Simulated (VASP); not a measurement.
**A VASP study of Na2B (PBEsol): structure first, properties next**

Aim: relax Na2B, then compute properties on the relaxed cell. The steps: rough relaxation of the start cell, relaxing cell and atoms (PBEsol), second relaxation, single point with fields (PBEsol), band structure (PBEsol), density of states (PBEsol), vibrations at Γ (PBEsol) and total and projected DOS (PBEsol), changed input. The cell is generated by rule, not measured, and may not be a known phase.

Program: VASP 6.6.1. Level of theory: PBEsol; plane waves and PAW (Na_pv, B); invented cell. Results are calculated unless marked as measured.

**1. The structure**

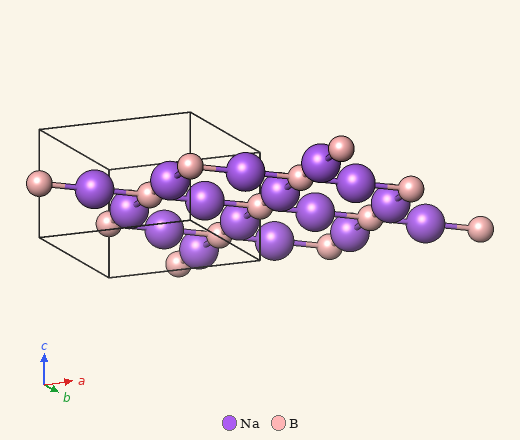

Start, viewed from a free direction; sodium purple, boron pink. 2×2×1 cells are drawn. This picture shows the conventional cell, with its axes. Some periodic images of atoms are drawn too.

As a file:

```xyz
3
Lattice="2.7128 -2.8034 0.0000 2.7128 2.8034 0.0000 0.0000 0.0000 3.6709" Properties=species:S:1:pos:R:3 pbc="T T T"
Na    1.3564    1.4017    1.8355
Na    1.3564   -1.4017    1.8355
B     0.0000    0.0000    1.8355
```

**2. Rough relaxation of the start cell**

The start is only an estimate, so a cheap relaxation brings it near a minimum before any careful run. PBEsol restores the gradient expansion of exchange and is tuned for the cells of solids.

The input, INCAR:

```
SYSTEM = Na2B
PREC = Normal
ENCUT = 420
EDIFF = 1E-05
NELM = 60
ISMEAR = -1
SIGMA = 0.05
LREAL = .FALSE.
ALGO = Fast
GGA = PS
NBANDS = 14
LORBIT = 11
LWAVE = .FALSE.
LCHARG = .FALSE.
IBRION = 2
NSW = 40
ISIF = 3
EDIFFG = -0.04
```

The input, POSCAR:

```
Na2B
1.0
    2.7127986800     -2.8034367100      0.0000000000
    2.7127986800      2.8034367100      0.0000000000
    0.0000000000      0.0000000000      3.6709346900
Na B
2 1
Direct
    0.0000000000      0.5000000000      0.5000000000
    0.5000000000      0.0000000000      0.5000000000
    0.0000000000      0.0000000000      0.5000000000
```

The input, KPOINTS:

```
Automatic mesh
0
Gamma
4 4 5
0 0 0
```

PAW data sets: Na_pv and B (PBE family, release 64).

Run with:

```sh
mpirun -np 1 vasp_std
```

Log:

```text
[banner, memory and clock lines left out]
running    1 mpi-ranks, on    1 nodes
 distrk:  each k-point on    1 cores,    1 groups
 distr:  one band on    1 cores,    1 groups

 POSCAR found type information on POSCAR NaB
 POSCAR found :  2 types and       3 ions
|                                                                             |
|               ----> ADVICE to this user running VASP <----                  |
|                                                                             |
|     You enforced a specific xc type in the INCAR file but a different       |
|     [... a line on the potential file left out ...]
|     I HOPE YOU KNOW WHAT YOU ARE DOING!                                     |
|                                                                             |

 LDA part: xc-table for (Slater+PW92), standard interpolation
 POSCAR, INCAR and KPOINTS ok, starting setup
 FFT: planning ... GRIDC
 FFT: planning ... GRID_SOFT
 FFT: planning ... GRID
 WAVECAR not read
 entering main loop
       N       E                     dE             d eps       ncg     rms          rms(c)
DAV:   1     0.119758542918E+03    0.11976E+03   -0.82952E+03   588   0.112E+03
DAV:   2     0.337725241557E+01   -0.11638E+03   -0.11337E+03   624   0.312E+02
DAV:   3    -0.264207924933E+01   -0.60193E+01   -0.58991E+01   726   0.803E+01
DAV:   4    -0.272807481637E+01   -0.85996E-01   -0.85891E-01   648   0.103E+01
DAV:   5    -0.272948178819E+01   -0.14070E-02   -0.14069E-02   738   0.134E+00    0.431E+00
RMM:   6    -0.152680927116E+01    0.12027E+01   -0.99540E-01   600   0.475E+00    0.124E+00
RMM:   7    -0.145798425212E+01    0.68825E-01   -0.34826E-01   593   0.314E+00    0.531E-01
RMM:   8    -0.145562668706E+01    0.23576E-02   -0.19891E-02   613   0.125E+00    0.152E-01
RMM:   9    -0.145488658567E+01    0.74010E-03   -0.47456E-03   596   0.592E-01    0.457E-02
RMM:  10    -0.145501595542E+01   -0.12937E-03   -0.15254E-03   608   0.321E-01    0.448E-02
RMM:  11    -0.145492403482E+01    0.91921E-04   -0.27756E-04   615   0.186E-01    0.643E-03
RMM:  12    -0.145493125925E+01   -0.72244E-05   -0.71302E-05   576   0.856E-02
   1 F= -.14549313E+01 E0= -.14416470E+01  d E =-.145493E+01
 curvature:   0.00 expect dE= 0.000E+00 dE for cont linesearch  0.000E+00
 trial: gam= 0.00000 g(F)=  0.391E-63 g(S)=  0.105E+02 ort = 0.000E+00 (trialstep = 0.100E+01)
 search vector abs. value=  0.105E+02
 bond charge predicted
       N       E                     dE             d eps       ncg     rms          rms(c)
DAV:   1    -0.221981675258E+02   -0.20743E+02   -0.90405E+02   690   0.673E+02    0.285E+01
RMM:   2    -0.104372938898E+02    0.11761E+02   -0.40781E+01   599   0.953E+01    0.147E+01
RMM:   3    -0.567495060859E+01    0.47623E+01   -0.12376E+01   600   0.571E+01    0.160E+00
RMM:   4    -0.552739718669E+01    0.14755E+00   -0.22003E+00   618   0.154E+01    0.566E-01
RMM:   5    -0.556587610709E+01   -0.38479E-01   -0.55558E-01   636   0.114E+01    0.472E-01
RMM:   6    -0.558364550219E+01   -0.17769E-01   -0.20160E-01   634   0.518E+00    0.350E-01
RMM:   7    -0.558268332451E+01    0.96218E-03   -0.70324E-02   605   0.426E+00    0.197E-02
RMM:   8    -0.558525909883E+01   -0.25758E-02   -0.25582E-02   623   0.189E+00    0.718E-02
RMM:   9    -0.558548825432E+01   -0.22916E-03   -0.39959E-03   653   0.977E-01    0.277E-02
RMM:  10    -0.558567723561E+01   -0.18898E-03   -0.15311E-03   662   0.473E-01    0.400E-02
RMM:  11    -0.558572274799E+01   -0.45512E-04   -0.31359E-04   532   0.206E-01    0.380E-02
RMM:  12    -0.558568601710E+01    0.36731E-04   -0.54617E-05   454   0.939E-02    0.309E-02
RMM:  13    -0.558564664554E+01    0.39372E-04   -0.36278E-05   491   0.923E-02    0.191E-02
RMM:  14    -0.558563230977E+01    0.14336E-04   -0.17411E-05   354   0.645E-02    0.103E-02
RMM:  15    -0.558562856135E+01    0.37484E-05   -0.39740E-06   331   0.309E-02
   2 F= -.55856286E+01 E0= -.55790590E+01  d E =-.413070E+01
[... from here on, the cycles between the ionic steps are left out ...]
   3 F= -.55925382E+01 E0= -.55857363E+01  d E =-.413761E+01
   4 F= -.56823221E+01 E0= -.56757473E+01  d E =-.897839E-01
   5 F= -.58082064E+01 E0= -.58015990E+01  d E =-.215668E+00
   6 F= -.60228451E+01 E0= -.60153756E+01  d E =-.430307E+00
   7 F= -.59816558E+01 E0= -.59733792E+01  d E =-.389118E+00
   8 F= -.59647280E+01 E0= -.59549834E+01  d E =-.372190E+00
   9 F= -.59800721E+01 E0= -.59719788E+01  d E =-.387534E+00
  10 F= -.59755360E+01 E0= -.59669675E+01  d E =0.453606E-02
  11 F= -.59898897E+01 E0= -.59816184E+01  d E =-.981758E-02
  12 F= -.59897927E+01 E0= -.59815004E+01  d E =-.972064E-02
  13 F= -.59898756E+01 E0= -.59815960E+01  d E =-.980353E-02
  14 F= -.59904818E+01 E0= -.59819233E+01  d E =-.606201E-03
 trial-energy change:   -0.000606  1 .order   -0.000809   -0.004250    0.002631
 step:   1.5475(harm=  1.6641)  dis= 0.00000  next Energy=    -5.991057 (dE=-0.118E-02)
 bond charge predicted
       N       E                     dE             d eps       ncg     rms          rms(c)
DAV:   1    -0.599315212678E+01   -0.26729E-02   -0.12115E-01   714   0.404E+00    0.368E-01
RMM:   2    -0.599180393760E+01    0.13482E-02   -0.26335E-03   606   0.625E-01    0.216E-01
RMM:   3    -0.599107257803E+01    0.73136E-03   -0.52632E-04   588   0.246E-01    0.232E-02
RMM:   4    -0.599106982594E+01    0.27521E-05   -0.82559E-05   601   0.114E-01
  15 F= -.59910698E+01 E0= -.59827087E+01  d E =-.119422E-02
 curvature:  -0.92 expect dE=-0.162E-03 dE for cont linesearch -0.280E-10
 trial: gam= 0.03396 g(F)=  0.000E+00 g(S)=  0.175E-03 ort =-0.232E-06 (trialstep = 0.247E+01)
 search vector abs. value=  0.177E-03
 reached required accuracy - stopping structural energy minimisation
```

The job ended after 41 s (1 MPI rank of AMD EPYC 7R43, shared host; peak memory 0.09 GiB).

The logs omit lines about the potential files and the build; timing stands in the text.

Parts of OUTCAR (step 2):

```text
ion  position               nearest neighbor table
   1  0.000  0.500  0.500-   3 1.95   3 1.95   2 2.71   2 2.71
   2  0.500  0.000  0.500-   3 1.95   3 1.95   1 2.71   1 2.71
   3  0.000  0.000  0.500-   1 1.95   2 1.95   1 1.95   2 1.95

  LATTYP: Found a base centered orthorhombic cell.
 ALAT       =     5.4255973600
 B/A-ratio  =     1.0334112629
 C/A-ratio  =     0.6765954874

 Subroutine GETGRP returns: Found  8 space group operations
 (whereof  8 operations were pure point group operations)

The static configuration has the point symmetry D_2h.

 Found     21 irreducible k-points:

   k-points           NKPTS =     21   k-points in BZ     NKDIM =     21   number of bands    NBANDS=     14

   dimension x,y,z NGX =    20 NGY =   20 NGZ =   18
   dimension x,y,z NGXF=    40 NGYF=   40 NGZF=   36

   ENCUT  =  420.0 eV  30.87 Ry    5.56 a.u.   6.52  6.52  6.13*2*pi/ulx,y,z

   NELECT =      17.0000    total number of electrons

 k-points in reciprocal lattice and weights: Automatic mesh
   0.00000000  0.00000000  0.00000000       0.013
   0.25000000 -0.00000000  0.00000000       0.050
   0.50000000 -0.00000000  0.00000000       0.025
   0.25000000  0.25000000  0.00000000       0.025
   0.50000000  0.25000000  0.00000000       0.050
  -0.25000000  0.25000000  0.00000000       0.025
   0.50000000  0.50000000  0.00000000       0.013
   0.00000000  0.00000000  0.20000000       0.025
   0.25000000 -0.00000000  0.20000000       0.100
[...]
-0.25000000  0.25000000  0.40000000       0.050
   0.50000000  0.50000000  0.40000000       0.025

 average (electrostatic) potential at core
       1 -49.0267       2 -49.0267       3 -31.5541

 E-fermi :   2.7989

 k-point     1 :       0.0000    0.0000    0.0000
  band No.  band energies     occupation
    ...
      6     -22.7730      2.00000
      7      -6.4802      2.00000
      8      -0.0499      2.00000
      9      -0.0315      2.00000
     10       1.0366      2.00000
     11       5.2154      0.00000
     12       6.8283      0.00000
     13       6.9797      0.00000
     14       7.3949      0.00000

 k-point     2 :       0.2500   -0.0000    0.0000
  band No.  band energies     occupation
    ...
      6     -22.7732      2.00000
      7      -6.3691      2.00000
      8      -0.9590      2.00000
      9       0.0296      2.00000
     10       2.0289      2.00000
     11       4.9819      0.00000
     12       5.4075      0.00000
     13       6.8582      0.00000
     14       9.6312      0.00000

 k-point     3 :       0.5000   -0.0000    0.0000
  band No.  band energies     occupation
    ...
      5     -22.7737      2.00000
      6     -22.7737      2.00000
      7      -6.2467      2.00000
      8      -1.5256      2.00000
      9       0.1052      2.00000
     10       3.2646      0.00018
     11       3.6345      0.00000
     12       4.7641      0.00000
     13       8.8270      0.00000
     14      13.7709      0.00000

  Total       -0.0795345     -0.0071432     -0.0671783      0.0000000      0.0000000      0.0000000
  in kB       -2.2708883     -0.2039547     -1.9180914      0.0000000      0.0000000      0.0000000
  external PRESSURE =      -1.4643115 kB  Pullay stress =       0.0000000 kB

  energy-cutoff  :      420.00
  volume of cell :       56.11
      direct lattice vectors                 reciprocal lattice vectors
     3.601191910 -3.632262453  0.000000000     0.138842920 -0.137655251  0.000000000
     3.601191910  3.632262453  0.000000000     0.138842920  0.137655251  0.000000000
     0.000000000  0.000000000  2.144947793     0.000000000  0.000000000  0.466211813

 POSITION                                       TOTAL-FORCE (eV/Angst)
 -----------------------------------------------------------------------------------
      1.80060      1.81613      1.07247         0.000000      0.000000      0.000000
      1.80060     -1.81613      1.07247         0.000000      0.000000      0.000000
      0.00000      0.00000      1.07247         0.000000      0.000000      0.000000
 -----------------------------------------------------------------------------------
    total drift:                               -0.000000      0.000000      0.000000

  FREE ENERGIE OF THE ION-ELECTRON SYSTEM (eV)
  ---------------------------------------------------
  free  energy   TOTEN  =        -5.9910698259 eV

  energy  without entropy=       -5.9743475556  energy(sigma->0) =       -5.98270869

 reached required accuracy - stopping structural energy minimisation

 total charge
# of ion       s       p       d       tot
------------------------------------------
    1        0.113   6.010   0.000   6.122
    2        0.113   6.010   0.000   6.122
    3        0.692   0.818   0.000   1.510
--------------------------------------------------
tot          0.917  12.838   0.000  13.755

[... 3 further parts left out ...]
```

This run has no spin polarisation. Its electron count is odd, so without a moment it is a metal by construction. The k-mesh is coarse for a metal. This relaxation is a rough one on cheap settings, only to bring the start near its minimum. The PAW data sets were made with PBE, which is usual practice but a small mismatch for other functionals. The run keeps the 8 symmetry operations of its start, so it cannot find a distortion of lower symmetry.

The steps of the relaxation:

```
step  energy less that of the first step (eV)  largest force (eV/Å)  pressure (GPa)  volume (Å³)
   1                                   0.0000                0.0000           31.86        55.84
   2                                  -4.1307                0.0000           -0.80        88.86
   3                                  -4.1376                0.0000           -1.21        90.22
   4                                  -4.2274                0.0000           -1.51        86.90
   5                                  -4.3533                0.0000           -1.46        82.28
   6                                  -4.5679                0.0000           -0.66        73.06
   7                                  -4.5267                0.0000            1.09        54.69
   8                                  -4.5098                0.0000            1.90        52.67
   9                                  -4.5251                0.0000            1.54        53.99
  10                                  -4.5206                0.0000           -1.69        58.15
  11                                  -4.5350                0.0000            0.15        55.84
  12                                  -4.5349                0.0000           -0.26        56.03
  13                                  -4.5349                0.0000           -0.05        55.92
  14                                  -4.5356                0.0000            0.02        56.26
  15                                  -4.5361                0.0000           -0.15        56.11
```

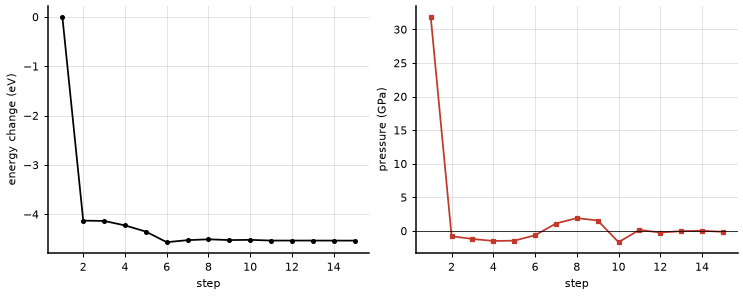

Energy and pressure along the relaxation.

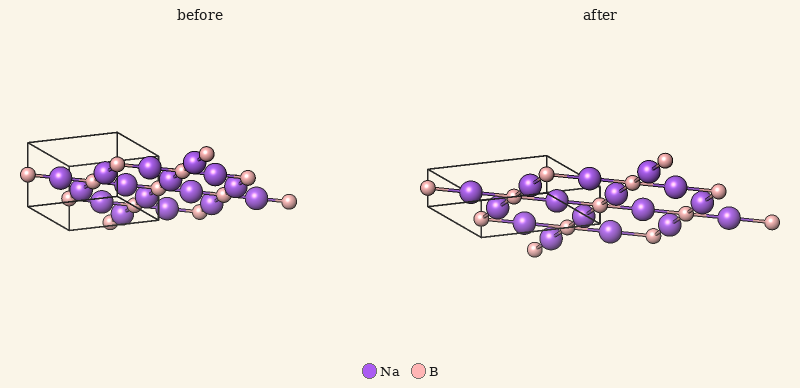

The structure before and after the relaxation, drawn at the same scale.

```
     cell as run  before  after   change
           a (Å)   3.901  5.115  +31.1 %
           b (Å)   3.901  5.115  +31.1 %
           c (Å)   3.671  2.145  -41.6 %
           γ (°)   91.88  90.49   -1.5 %
volume (Å³/atom)   18.61  18.70   +0.5 %
```

The relaxed structure:

```
Na B
1.0
     3.60119   -3.63226    0.00000
     3.60119    3.63226    0.00000
     0.00000    0.00000    2.14495
Na B
2 1
Direct
  0.00000 0.50000 0.50000
  0.50000 0.00000 0.50000
  0.00000 0.00000 0.50000
```

This step gave:

```
electrons                       : 17
bands                           : 14
irreducible k-points            : 21
symmetry operations             : 8
free energy (TOTEN)             : -5.991 eV
energy at zero smearing         : -5.983 eV
Fermi energy                    : 2.799 eV
pressure                        : -0.1464 GPa
metallic                        : yes
SCF cycles over all ionic steps : 116
```

It ends with forces that vanish by symmetry and a pressure of -0.15 GPa.

(Part 1 of 4 ends here.)

[Lines on the potential files, build, host, timing and source positions are cut from VASP's logs without a mark.]

[Logs are printed without paths, hosts, clocks, repeated set-up lines and the standing remarks that a program may print on its own settings, such as how far it seeks lower states.]

[Hosts, paths, dates, database ids (printed as entryN), source tags and the programs' standing remarks are cut or masked in the printed files.]

[A measured line is paired with the nearest computed mode of its activity, which favours agreement.]

[In band tables of VASP the shares of atoms and orbitals are scaled to a sum of 1 inside the atoms' spheres.]
